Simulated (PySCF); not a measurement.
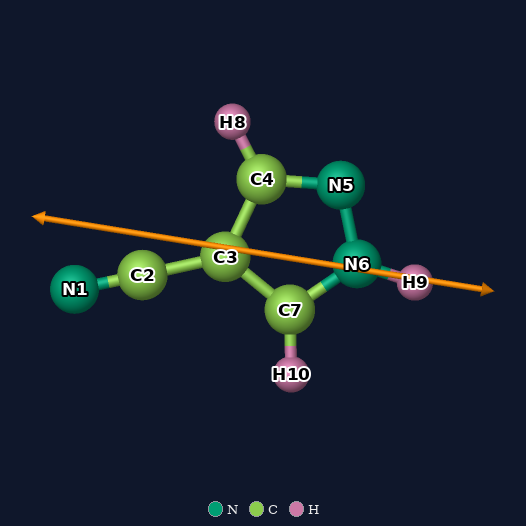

The double arrow shows the direction of the transition dipole to excited singlet state 1 (its length means nothing). The geometry was computed by an optimisation with GFN2-xTB. No frequency run is at hand to confirm it as a minimum. Properties computed with TDDFT PBE0/def2-SVPD, vertical, gas phase, core orbitals frozen in the response (PySCF 2.14.0).

How is the transition polarised?

In the molecular plane, nearly parallel to the C4–N5 bond.

Where does the transition lie, and how strong is it?

6.34 eV (196 nm), oscillator strength 0.16, mainly HOMO → LUMO (weight 0.71); transition dipole 2.55 D.
